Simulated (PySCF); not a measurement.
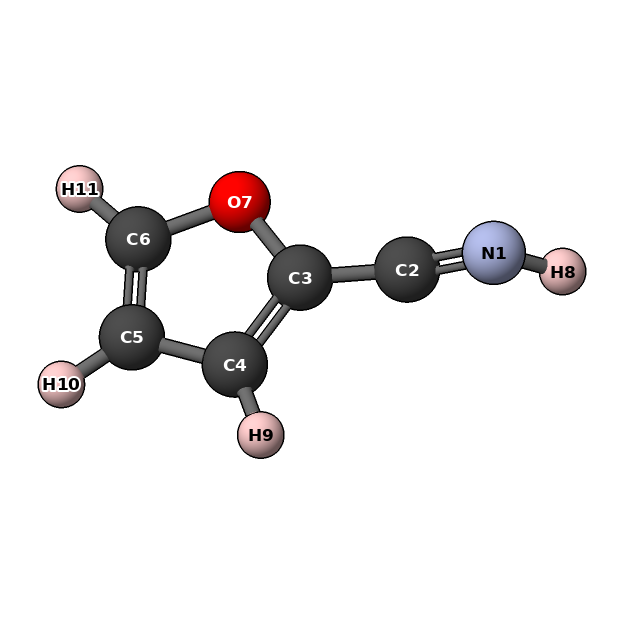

The questions are on Mulliken spin populations. The species is neutral and a spin doublet. Computed geometry: GFN2-xTB optimisation. No frequency run is at hand to confirm it as a minimum. Properties computed with UKS B3LYP, pcH-1 on C H N O, non-relativistic (PySCF 2.14.0).

> Which atom carries the largest spin population?

C2 (0.46 e).

> Which atom has the lowest spin population?

C3 (−0.15 e); a negative value comes from spin polarisation.

Give the Mulliken spin populations atom by atom.

| atom | value (e) |
| --- | --- |
| N1 | 0.08 |
| C2 | 0.46 |
| C3 | −0.15 |
| C4 | 0.37 |
| C5 | −0.14 |
| C6 | 0.30 |
| O7 | 0.05 |
| H8 | 0.04 |
| H9 | −0.02 |
| H10 | 0.00 |
| H11 | −0.01 |

Mulliken values depend strongly on the basis set.
